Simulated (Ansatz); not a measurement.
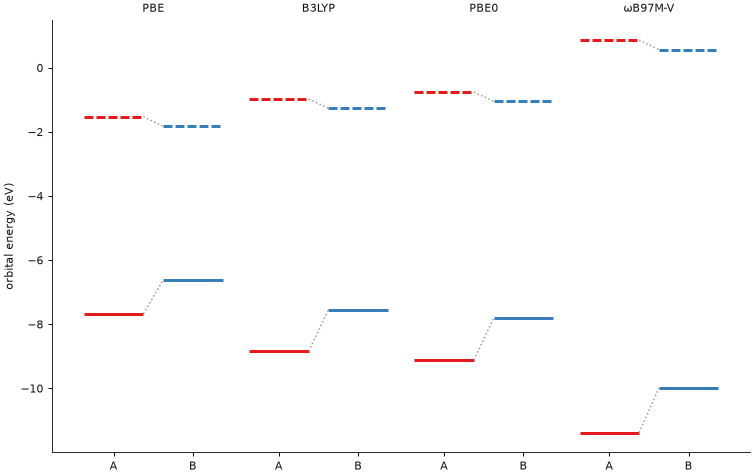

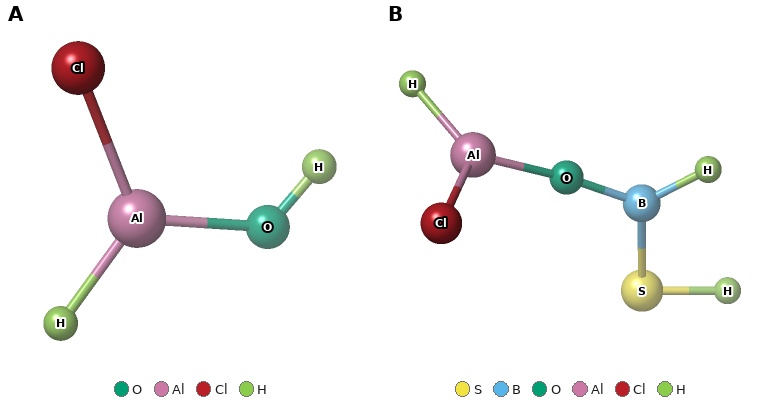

One change: A, AlH₂OCl (SMILES [OH][AlH][Cl]), becomes B, AlBH₃SOCl (SMILES SB[O][AlH][Cl]). H on O is replaced by BH₂S (bound through B). HOMO (solid) and LUMO (dashed) computed in def2-TZVPP at PBE0-D4/def2-TZVP geometries, both minima by their frequencies, gas phase, the Ansatz code. Empty levels above zero depend strongly on the basis.

> What does the change do to HOMO and LUMO?

PBE: the HOMO rises by 1.06 eV, the LUMO falls by 0.31 eV, and the separation goes from 6.15 to 4.78 eV. B3LYP: the HOMO rises by 1.29 eV, the LUMO falls by 0.29 eV, and the separation goes from 7.86 to 6.28 eV. PBE0: the HOMO rises by 1.30 eV, the LUMO falls by 0.30 eV, and the separation goes from 8.35 to 6.75 eV. ωB97M-V: the HOMO rises by 1.39 eV, the LUMO falls by 0.30 eV, and the separation goes from 12.24 to 10.55 eV.

> Do the functionals agree on the effect?

They agree on the direction for both levels; the HOMO shift lies between 1.06 and 1.39 eV and the LUMO shift between −0.31 and −0.29 eV, while the separations themselves differ by up to 6.1 eV between functionals.

Note: one conformer of each flexible molecule.
